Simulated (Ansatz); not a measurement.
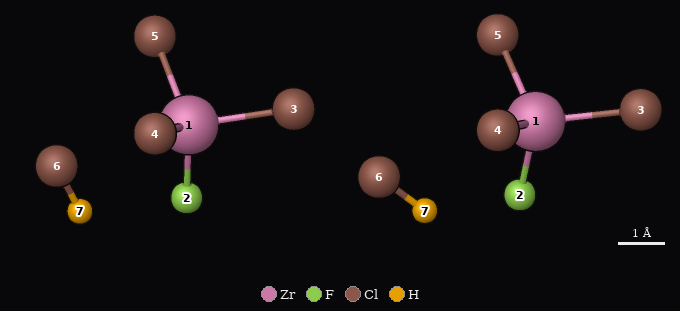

Two geometries of ZrHCl$_{4}$F, drawn at one scale. One is the start of a relaxation, the other its converged end. Style: ball-and-stick. Shown from a free direction.

All numbers below come from RKS BHLYP-D4/def2-SVP in Ansatz. Set-up: no spin polarisation; force threshold 0.03 eV/Å; at most 50 steps.

Which of the two is the end point?

Answer. The left one is the relaxed one. The run prepares an end point of a later path (reaction) calculation, from a guessed geometry. Cl6 moves most after the best rigid fit: 0.48 Å. Largest moves by element: Cl 0.48 Å, Zr 0.17 Å, F 0.17 Å, H 0.11 Å. Among the contacts that change: Zr1–Cl6 3.716 → 3.084 Å, Cl6–H7 1.328 → 1.285 Å, Zr1–F2 1.944 → 1.901 Å, Zr1–Cl4 2.326 → 2.341 Å. Among the angles between lasting bonds that change: F2–Zr1–Cl3 107.6° → 101.5°, F2–Zr1–Cl4 111.4° → 115.8°, Cl3–Zr1–Cl4 107.2° → 103.5°. Over 7 accepted moves (8 points after the start) the energy falls by 3.05 kcal/mol. Largest force component: 1.2 eV/Å at the start, 0.017 eV/Å at the end. The line search rejected the trial step at point 3 of the run. Cost: 25 s on 4 threads of Arm Neoverse V2, on a shared host, peak memory 0.34 GiB.
